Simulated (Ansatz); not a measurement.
# CH4Si: single points with varied inputs

Aim: run CH4Si under a spread of inputs, and see what each costs and gives.

Method: the settings change from run to run; program: Ansatz 0.2.0, Gaussian basis.

### Step 1. The geometry

The geometry comes from an earlier relaxation with PBE0-D4 in a triple-zeta def2 set; it is a stationary point.

SMILES `C=[SiH2]`, 6 atoms, charge 0, spin multiplicity 1.

Atoms are counted from 1 here; the program's logs count them from 0.

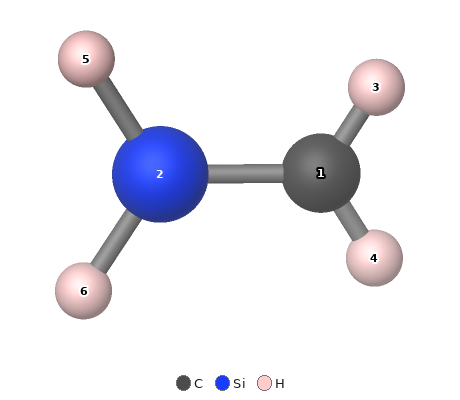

The structure; carbon dark grey, silicon blue, hydrogen pink; atoms are numbered from 1 in the order of the file.

### Step 2. r2SCAN0/6-31G*

Set apart from the defaults: atoms shaken by 0.03 Å.

in.yaml reads:

```yaml
crystal:
  periodic: [false, false, false]
  atoms:
    - {symbol: C, position_ang: [-0.719807, -0.502778, -0.238411]}
    - {symbol: Si, position_ang: [0.634633, 0.459789, 0.223495]}
    - {symbol: H, position_ang: [-1.378339, -0.903902, 0.446828]}
    - {symbol: H, position_ang: [-0.952950, -0.734268, -1.311556]}
    - {symbol: H, position_ang: [0.859045, 0.782508, 1.613974]}
    - {symbol: H, position_ang: [1.529487, 1.087941, -0.752987]}
basis:
  gaussian: {orbitals: "6-31G*"}
hamiltonian: {xc: {name: r2SCAN0}}
```

Launch:

```bash
> ansatz run in.yaml --threads 2 --pin off --events-out ev --progress --plain --max-ram 32768MiB --backend cpu
```

The program printed:

```text
Functional definition: r2SCAN0
  name "r2SCAN0"
  cite "Bursch, Neugebauer, Ehlert & Grimme, J. Chem. Phys. 156, 134105 (2022) doi:10.1063/5.0086040"
  cite "Furness, Kaplan, Ning, Perdew & Sun, J. Phys. Chem. Lett. 11, 8208 (2020) doi:10.1021/acs.jpclett.0c02405"
  cite "Furness, Kaplan, Ning, Perdew & Sun, J. Phys. Chem. Lett. 11, 9248 (2020) doi:10.1021/acs.jpclett.0c03077"
  parent r2scan
  parameter a = 0.25
  parameter k0 = 0.174
  parameter k1 = 0.065
  parameter a1 = 4.9479
  exchange = (1 - a)*r2scan_x(k0 = k0, k1 = k1, a1 = a1) + a*exact_x
  correlation = r2scan_c
436 factors; integrals over basis functions are off by at most 8.0e-4 eV
mean field evaluation 1: about -8970.3442 eV, gradient 4.4e1 eV
mean field evaluation 2: about -8960.5644 eV, gradient 6.5e1 eV
mean field evaluation 4: about -8975.5968 eV, gradient 2.2e0 eV
mean field evaluation 8: about -8975.6126 eV, gradient 3.4e-2 eV
mean field -8975.61259576 eV, -329.8476790053 hartree, gradient 1.9e-5 eV, S^2 0.000000; 0 other end points of the search recorded, 0 dependent functions left out
reference -8975.61260220 eV, -329.8476792421 hartree; 12, 12 occupied and 30, 30 virtual orbitals, 436 factors
Total energy: -8975.61260220 eV, -329.8476792421 hartree
```

Wall time 1.2 s (2 threads, shared host).

### Step 3. revPBE/def2-SVPD

This run has atoms shaken by 0.03 Å, the search for lower states set to light.

in.yaml reads:

```yaml
crystal:
  periodic: [false, false, false]
  atoms:
    - {symbol: C, position_ang: [-0.670836, -0.475920, -0.291150]}
    - {symbol: Si, position_ang: [0.577395, 0.510068, 0.157560]}
    - {symbol: H, position_ang: [-1.365750, -1.001635, 0.422586]}
    - {symbol: H, position_ang: [-0.914428, -0.761532, -1.287890]}
    - {symbol: H, position_ang: [0.893472, 0.750631, 1.668543]}
    - {symbol: H, position_ang: [1.518887, 1.033095, -0.807845]}
basis:
  gaussian: {orbitals: def2-SVPD}
hamiltonian: {xc: {name: revPBE}}
scf: {lower_state_search: light}
```

The command is unchanged.

The program printed:

```text
Functional definition: revPBE
  name "revPBE"
  cite "Zhang & Yang, Phys. Rev. Lett. 80, 890 (1998) doi:10.1103/PhysRevLett.80.890"
  cite "Perdew, Burke & Ernzerhof, Phys. Rev. Lett. 77, 3865 (1996) doi:10.1103/PhysRevLett.77.3865"
  parameter kappa = 1.245
  parameter beta = 0.06672455060314922
  exchange = pbe_x(kappa = kappa, mu = beta*pi^2/3)
  correlation = pbe_c(beta = beta)
653 factors; their error is unknown
mean field evaluation 1: about -8962.1952 eV, gradient 6.2e1 eV
mean field evaluation 2: about -8927.1576 eV, gradient 1.0e2 eV
mean field evaluation 4: about -8972.4861 eV, gradient 7.8e0 eV
mean field evaluation 8: about -8972.7692 eV, gradient 2.2e-1 eV
mean field evaluation 16: about -8972.7489 eV, gradient 1.1e-4 eV
mean field -8972.74893653 eV, -329.7424414699 hartree, gradient 2.2e-5 eV, S^2 0.000000; 0 other end points of the search recorded, 0 dependent functions left out
reference -8972.74897922 eV, -329.7424430385 hartree; 12, 12 occupied and 64, 64 virtual orbitals, 653 factors
Total energy: -8972.74897922 eV, -329.7424430385 hartree
```

It took 0.91 s on 2 threads, shared host.

### Step 4. HF/aug-pcseg-2

in.yaml reads:

```yaml
crystal:
  periodic: [false, false, false]
  atoms:
    - {symbol: C, position_ang: [-0.712900, -0.527688, -0.255346]}
    - {symbol: Si, position_ang: [0.599114, 0.443473, 0.214584]}
    - {symbol: H, position_ang: [-1.384763, -0.977839, 0.466164]}
    - {symbol: H, position_ang: [-0.931969, -0.736985, -1.295938]}
    - {symbol: H, position_ang: [0.909212, 0.734745, 1.630241]}
    - {symbol: H, position_ang: [1.521305, 1.064293, -0.759705]}
basis:
  gaussian: {orbitals: aug-pcseg-2}
hamiltonian: {xc: {name: HF}}
output: {forces: true}
```

Launched as before.

The program printed (excerpt; [...] marks lines left out):

```text
Functional definition: HF
  name "HF"
  cite "Fock, Z. Phys. 61, 126 (1930) doi:10.1007/BF01340294"
  parent pbe
[...]
922 factors; their error is unknown
[...]
mean field -8954.79185951 eV, -329.0825310611 hartree, gradient 1.2e-5 eV, S^2 0.000000; 0 other end points of the search recorded, 0 dependent functions left out
[...]
reference -8954.79185951 eV, -329.0825310611 hartree; 12, 12 occupied and 176, 176 virtual orbitals, 922 factors
Total energy: -8954.79185951 eV, -329.0825310611 hartree
Atom 0 at    -0.712900    -0.527688    -0.255346 Å, force    -0.001400    -0.000983    -0.000630 eV/Å
Atom 1 at     0.599114     0.443473     0.214584 Å, force    -0.119301    -0.088406    -0.042868 eV/Å
Atom 2 at    -1.384763    -0.977839     0.466164 Å, force     0.227931     0.149250    -0.268988 eV/Å
Atom 3 at    -0.931969    -0.736985    -1.295938 Å, force     0.061052     0.064640     0.372704 eV/Å
Atom 4 at     0.909212     0.734745     1.630241 Å, force    -0.029253    -0.031174    -0.247561 eV/Å
Atom 5 at     1.521305     1.064293    -0.759705 Å, force    -0.139029    -0.093326     0.187343 eV/Å
Dipole moment:     0.184608     0.136654     0.066126 e Å
```

Run time: 2.4 s. Hardware: 2 threads, shared host.

Largest force 0.383 eV/Å, dipole 1.15 D.

### Step 5. wB97/aug-cc-pVTZ

in.yaml: that of step 4 with these lines changed.

```diff
@@ -10,4 +10,4 @@
 basis:
-  gaussian: {orbitals: aug-pcseg-2}
-hamiltonian: {xc: {name: HF}}
+  gaussian: {orbitals: aug-cc-pVTZ}
+hamiltonian: {xc: {name: wB97}}
 output: {forces: true}
```

Launched as before.

The program printed (excerpt; [...] marks lines left out):

```text
Functional definition: wB97
  name "wB97"
  cite "Chai & Head-Gordon, J. Chem. Phys. 128, 084106 (2008) doi:10.1063/1.2834918"
  cite "Becke, J. Chem. Phys. 107, 8554 (1997) doi:10.1063/1.475007"
[...]
  # The coefficients of nought are those of the uniform gas.
[...]
      + integral(e_c_pw_opposite_spin*poly(b97_u_opposite, 1, cos1, cos2, cos3, cos4))
787 factors; their error is unknown
452 factors; integrals over basis functions are off by at most 4.0e-5 eV
[...]
mean field -8978.09441937 eV, -329.9388843410 hartree, gradient 8.7e-5 eV, S^2 0.000000; 0 other end points of the search recorded, 0 dependent functions left out
[...]
reference -8978.09440479 eV, -329.9388838050 hartree; 12, 12 occupied and 176, 176 virtual orbitals, 787 factors
Total energy: -8978.09440479 eV, -329.9388838050 hartree
Atom 0 at    -0.712900    -0.527688    -0.255346 Å, force     0.119452     0.088460     0.042637 eV/Å
Atom 1 at     0.599114     0.443473     0.214584 Å, force    -0.164452    -0.121816    -0.059030 eV/Å
Atom 2 at    -1.384763    -0.977839     0.466164 Å, force     0.016360     0.009244    -0.009489 eV/Å
Atom 3 at    -0.931969    -0.736985    -1.295938 Å, force     0.007399     0.008336     0.018220 eV/Å
Atom 4 at     0.909212     0.734745     1.630241 Å, force     0.022528     0.015713    -0.045571 eV/Å
Atom 5 at     1.521305     1.064293    -0.759705 Å, force    -0.001287     0.000063     0.053234 eV/Å
Dipole moment:     0.170759     0.126403     0.061166 e Å
```

It took 6.5 s on 2 threads, shared host.

Largest force 0.213 eV/Å, dipole 1.06 D.

### Step 6. PBE0-DH/6-31G*

Options: density fitting with def2-universal-jkfit, high accuracy.

in.yaml: that of step 5 with these lines changed.

```diff
@@ -10,4 +10,5 @@
 basis:
-  gaussian: {orbitals: aug-cc-pVTZ}
-hamiltonian: {xc: {name: wB97}}
+  gaussian: {orbitals: "6-31G*", fitting: {mean_field: def2-universal-jkfit}}
+hamiltonian: {xc: {name: PBE0-DH}}
+accuracy: high
 output: {forces: true}
```

Same command.

The program printed (excerpt; [...] marks lines left out):

```text
Functional definition: PBE0-DH
  name "PBE0-DH"
  cite "Brémond & Adamo, J. Chem. Phys. 135, 024106 (2011) doi:10.1063/1.3604569"
  cite "Perdew, Burke & Ernzerhof, Phys. Rev. Lett. 77, 3865 (1996) doi:10.1103/PhysRevLett.77.3865"
[...]
275 factors; integrals over basis functions are off by at most 7.9e-2 eV
[...]
mean field -8970.89885572 eV, -329.6744522543 hartree, gradient 7.0e-8 eV, S^2 0.000000; 0 other end points of the search recorded, 0 dependent functions left out
6 core orbitals not correlated: weight in the atoms' cores, before any rotation towards them, 1.000 or more for the frozen orbitals, at most 0.000 for the correlated occupied ones
reference -8970.89885713 eV, -329.6744523061 hartree; 6, 6 occupied and 30, 30 virtual orbitals, 275 factors
second order -7.46201828 eV of doubles, -0.00000000 eV of singles
[...]
Total energy: -8971.83160942 eV, -329.7087303203 hartree
Atom 0 at    -0.712900    -0.527688    -0.255346 Å, force    -0.137421    -0.101689    -0.049367 eV/Å
Atom 1 at     0.599114     0.443473     0.214584 Å, force     0.156702     0.115925     0.055993 eV/Å
Atom 2 at    -1.384763    -0.977839     0.466164 Å, force     0.019780     0.010161    -0.039928 eV/Å
Atom 3 at    -0.931969    -0.736985    -1.295938 Å, force    -0.004131     0.001417     0.045757 eV/Å
Atom 4 at     0.909212     0.734745     1.630241 Å, force    -0.009321    -0.007065    -0.041024 eV/Å
Atom 5 at     1.521305     1.064293    -0.759705 Å, force    -0.025609    -0.018749     0.028570 eV/Å
Dipole moment:     0.070999     0.052561     0.025437 e Å
```

Run time: 3.6 s. Hardware: 2 threads, shared host.

Largest force 0.203 eV/Å, dipole 0.44 D.

### Step 7. r2SCAN/def2-mTZVPP

Options: unrestricted orbitals, rVV10 dispersion, the search for lower states set to off.

in.yaml: that of step 6 with these lines changed.

```diff
@@ -10,5 +10,6 @@
 basis:
-  gaussian: {orbitals: "6-31G*", fitting: {mean_field: def2-universal-jkfit}}
-hamiltonian: {xc: {name: PBE0-DH}}
-accuracy: high
+  gaussian: {orbitals: def2-mTZVPP}
+magnetization: {spin_polarized: true, initial_magnetization: 0}
+hamiltonian: {xc: {name: r2SCAN}, dispersion: rvv10}
+scf: {lower_state_search: off}
 output: {forces: true}
```

The command is unchanged.

The program printed (excerpt; [...] marks lines left out):

```text
Functional definition: r2SCAN+rVV10
  name "r2SCAN+rVV10"
  cite "Furness, Kaplan, Ning, Perdew & Sun, J. Phys. Chem. Lett. 11, 8208 (2020) doi:10.1021/acs.jpclett.0c02405"
  cite "Furness, Kaplan, Ning, Perdew & Sun, J. Phys. Chem. Lett. 11, 9248 (2020) doi:10.1021/acs.jpclett.0c03077"
  cite "Vydrov & Van Voorhis, J. Chem. Phys. 133, 244103 (2010) doi:10.1063/1.3521275"
  cite "Sabatini, Gorni & de Gironcoli, Phys. Rev. B 87, 041108(R) (2013) doi:10.1103/PhysRevB.87.041108"
  cite "Ning et al., Phys. Rev. B 106, 075422 (2022) doi:10.1103/PhysRevB.106.075422"
  parent "r2scan"
[...]
660 factors; their error is unknown
[...]
mean field -8976.02496886 eV, -329.8628334372 hartree, gradient 1.8e-6 eV, S^2 0.000000; 0 other end points of the search recorded, 0 dependent functions left out
[...]
reference -8976.02498034 eV, -329.8628338591 hartree; 12, 12 occupied and 54, 54 virtual orbitals, 660 factors
Total energy: -8976.02498034 eV, -329.8628338591 hartree
Atom 0 at    -0.712900    -0.527688    -0.255346 Å, force    -0.147234    -0.108958    -0.052884 eV/Å
Atom 1 at     0.599114     0.443473     0.214584 Å, force     0.235128     0.173983     0.084091 eV/Å
Atom 2 at    -1.384763    -0.977839     0.466164 Å, force    -0.031806    -0.024483     0.012921 eV/Å
Atom 3 at    -0.931969    -0.736985    -1.295938 Å, force    -0.022117    -0.015433    -0.032013 eV/Å
Atom 4 at     0.909212     0.734745     1.630241 Å, force    -0.015098    -0.010110    -0.016368 eV/Å
Atom 5 at     1.521305     1.064293    -0.759705 Å, force    -0.018873    -0.014999     0.004253 eV/Å
Dipole moment:     0.106424     0.078781     0.038124 e Å
Checks for a lower state left out: stability, starts, cluster_reference, orbital_swaps, neighbouring_geometries, increment
```

Wall time 2.2 s (2 threads, shared host).

Largest force 0.304 eV/Å, dipole 0.66 D, ⟨S²⟩ 0.000.

### Step 8. BHLYP/def2-SVPD

This run has atoms shaken by 0.15 Å, density fitting with def2-universal-jkfit, a grid of angular degree 23.

in.yaml reads:

```yaml
crystal:
  periodic: [false, false, false]
  atoms:
    - {symbol: C, position_ang: [-0.658442, -0.541328, -0.320567]}
    - {symbol: Si, position_ang: [0.927793, 0.504934, 0.236538]}
    - {symbol: H, position_ang: [-1.270585, -0.817600, 0.463693]}
    - {symbol: H, position_ang: [-0.734427, -0.590774, -1.133333]}
    - {symbol: H, position_ang: [1.071969, 0.833409, 1.567385]}
    - {symbol: H, position_ang: [1.389677, 0.988098, -0.523856]}
basis:
  gaussian: {orbitals: def2-SVPD, fitting: {mean_field: def2-universal-jkfit}, final_grid: {core_spheres: 8, valence_spheres: 7, degree: 23}}
hamiltonian: {xc: {name: BHLYP}}
```

The command is unchanged.

The program printed:

```text
Functional definition: BHLYP
  name "BHLYP"
  cite "Becke, J. Chem. Phys. 98, 1372 (1993) doi:10.1063/1.464304"
  cite "Becke, Phys. Rev. A 38, 3098 (1988) doi:10.1103/PhysRevA.38.3098"
  cite "Lee, Yang & Parr, Phys. Rev. B 37, 785 (1988) doi:10.1103/PhysRevB.37.785"
  parameter a = 0.5
  exchange = (1 - a)*b88_x + a*exact_x
  correlation = lyp_c
275 factors; integrals over basis functions are off by at most 3.1e-1 eV
mean field evaluation 1: about -8958.0202 eV, gradient 5.2e1 eV
mean field evaluation 2: about -8944.6679 eV, gradient 7.4e1 eV
mean field evaluation 4: about -8966.1363 eV, gradient 3.0e0 eV
mean field evaluation 8: about -8966.1703 eV, gradient 6.6e-2 eV
mean field -8966.17034814 eV, -329.5006828058 hartree, gradient 3.6e-5 eV, S^2 0.000000; 0 other end points of the search recorded, 0 dependent functions left out
reference -8966.17048110 eV, -329.5006876920 hartree; 12, 12 occupied and 64, 64 virtual orbitals, 275 factors
Total energy: -8966.17048110 eV, -329.5006876920 hartree
```

Run time: 0.97 s. Hardware: 2 threads, shared host.

### Step 9. PBE0/aug-cc-pVDZ

Options: D3(BJ) dispersion.

in.yaml reads:

```yaml
crystal:
  periodic: [false, false, false]
  atoms:
    - {symbol: C, position_ang: [-0.712900, -0.527688, -0.255346]}
    - {symbol: Si, position_ang: [0.599114, 0.443473, 0.214584]}
    - {symbol: H, position_ang: [-1.384763, -0.977839, 0.466164]}
    - {symbol: H, position_ang: [-0.931969, -0.736985, -1.295938]}
    - {symbol: H, position_ang: [0.909212, 0.734745, 1.630241]}
    - {symbol: H, position_ang: [1.521305, 1.064293, -0.759705]}
basis:
  gaussian: {orbitals: aug-cc-pVDZ}
hamiltonian: {xc: {name: PBE0}, dispersion: d3bj}
output: {forces: true}
```

Launched as before.

The program printed (excerpt; [...] marks lines left out):

```text
Functional definition: PBE0
  name "PBE0"
  cite "Adamo & Barone, J. Chem. Phys. 110, 6158 (1999) doi:10.1063/1.478522"
  cite "Perdew, Burke & Ernzerhof, Phys. Rev. Lett. 77, 3865 (1996) doi:10.1103/PhysRevLett.77.3865"
  parent pbe
[...]
852 factors; integrals over basis functions are off by at most 1.0e-3 eV
[...]
mean field -8973.27915309 eV, -329.7619265691 hartree, gradient 9.1e-6 eV, S^2 0.000000; 0 other end points of the search recorded, 0 dependent functions left out
[...]
reference -8973.27919545 eV, -329.7619281255 hartree; 12, 12 occupied and 74, 74 virtual orbitals, 852 factors
Total energy: -8973.35573438 eV, -329.7647408796 hartree
Atom 0 at    -0.712900    -0.527688    -0.255346 Å, force    -0.235554    -0.174335    -0.084535 eV/Å
Atom 1 at     0.599114     0.443473     0.214584 Å, force     0.267340     0.197828     0.095629 eV/Å
Atom 2 at    -1.384763    -0.977839     0.466164 Å, force    -0.150758    -0.101767     0.189332 eV/Å
Atom 3 at    -0.931969    -0.736985    -1.295938 Å, force    -0.037972    -0.037929    -0.256693 eV/Å
Atom 4 at     0.909212     0.734745     1.630241 Å, force     0.035958     0.036622     0.191231 eV/Å
Atom 5 at     1.521305     1.064293    -0.759705 Å, force     0.120985     0.079582    -0.134965 eV/Å
Dipole moment:     0.118099     0.087422     0.042304 e Å
```

Wall time 2 s (2 threads, shared host).

Largest force 0.346 eV/Å, dipole 0.73 D.

### Step 10. PBE0/def2-TZVPP

Set apart from the defaults: coordinates scaled by 1.05, high accuracy, the search for lower states set to off.

in.yaml reads:

```yaml
crystal:
  periodic: [false, false, false]
  atoms:
    - {symbol: C, position_ang: [-0.748545, -0.554072, -0.268113]}
    - {symbol: Si, position_ang: [0.629070, 0.465647, 0.225313]}
    - {symbol: H, position_ang: [-1.454001, -1.026731, 0.489472]}
    - {symbol: H, position_ang: [-0.978568, -0.773834, -1.360735]}
    - {symbol: H, position_ang: [0.954673, 0.771483, 1.711753]}
    - {symbol: H, position_ang: [1.597371, 1.117508, -0.797690]}
basis:
  gaussian: {orbitals: def2-TZVPP}
hamiltonian: {xc: {name: PBE0}}
accuracy: high
scf: {lower_state_search: off}
output: {forces: true}
```

The command is unchanged.

The program printed (excerpt; [...] marks lines left out):

```text
Functional definition: PBE0
  name "PBE0"
  cite "Adamo & Barone, J. Chem. Phys. 110, 6158 (1999) doi:10.1063/1.478522"
  cite "Perdew, Burke & Ernzerhof, Phys. Rev. Lett. 77, 3865 (1996) doi:10.1103/PhysRevLett.77.3865"
  parent pbe
[...]
2184 factors; integrals over basis functions are off by at most 3.6e-9 eV
[...]
mean field -8973.62719046 eV, -329.7747167063 hartree, gradient 5.6e-8 eV, S^2 0.000000; 0 other end points of the search recorded, 0 dependent functions left out
[...]
reference -8973.62719308 eV, -329.7747168027 hartree; 12, 12 occupied and 117, 117 virtual orbitals, 2184 factors
Total energy: -8973.62719308 eV, -329.7747168027 hartree
Atom 0 at    -0.748545    -0.554072    -0.268113 Å, force     0.498995     0.369406     0.178658 eV/Å
Atom 1 at     0.629070     0.465647     0.225313 Å, force    -0.929749    -0.688291    -0.333114 eV/Å
Atom 2 at    -1.454001    -1.026731     0.489472 Å, force     1.073400     0.721022    -1.078146 eV/Å
Atom 3 at    -0.978568    -0.773834    -1.360735 Å, force     0.383593     0.357420     1.600136 eV/Å
Atom 4 at     0.954673     0.771483     1.711753 Å, force    -0.269212    -0.247241    -1.138631 eV/Å
Atom 5 at     1.597371     1.117508    -0.797690 Å, force    -0.757027    -0.512317     0.771098 eV/Å
Dipole moment:     0.121273     0.089772     0.043441 e Å
Checks for a lower state left out: stability, starts, cluster_reference, orbital_swaps, neighbouring_geometries, increment
```

Wall time 6 s (2 threads, shared host).

Largest force 1.684 eV/Å, dipole 0.75 D.

### Step 11. The runs in one table

| level | charge | multiplicity | geometry | functions | energy (eV) | time |
| --- | --- | --- | --- | --- | --- | --- |
| r2SCAN0/6-31G* | 0 | 1 | shaken | 42 | -8975.613 | 1.2 s |
| revPBE/def2-SVPD | 0 | 1 | shaken | 76 | -8972.749 | 0.91 s |
| HF/aug-pcseg-2 | 0 | 1 | relaxed | 188 | -8954.792 | 2.4 s |
| wB97/aug-cc-pVTZ | 0 | 1 | relaxed | 188 | -8978.094 | 6.5 s |
| PBE0-DH/6-31G* | 0 | 1 | relaxed | 42 | -8971.832 | 3.6 s |
| r2SCAN/def2-mTZVPP | 0 | 1 | relaxed | 66 | -8976.025 | 2.2 s |
| BHLYP/def2-SVPD | 0 | 1 | shaken | 76 | -8966.170 | 0.97 s |
| PBE0/aug-cc-pVDZ | 0 | 1 | relaxed | 86 | -8973.356 | 2 s |
| PBE0/def2-TZVPP | 0 | 1 | scaled | 129 | -8973.627 | 6 s |

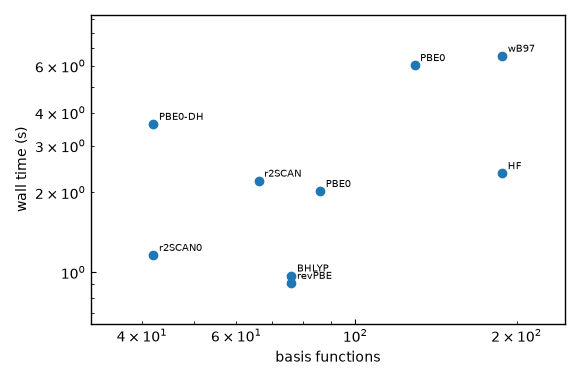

Wall time against the number of basis functions (shared host).

### Step 12. Outcome

| quantity | value |
| --- | --- |
| runs | 9 |
| quickest | revPBE/def2-SVPD, 0.91 s |
| slowest | wB97/aug-cc-pVTZ, 6.5 s |
| spread of total energies, same state and geometry | 23.3 eV |
| dipole, same state and geometry | 0.44 to 1.15 D |

Run time spans a factor of 7, from revPBE/def2-SVPD to wB97/aug-cc-pVTZ. The jobs differ in tasks and options as well as level. The totals spread over 23 eV; they can't be compared across methods or bases. At the PBE0-D4/def2-TZVP geometry and in the same state, runs without warnings or point charges leave forces up to 0.38 eV/Å (HF/aug-pcseg-2), against 1.7 eV/Å where the atoms were moved. At that geometry and state the dipole changes by 160 % between the lowest and highest value.
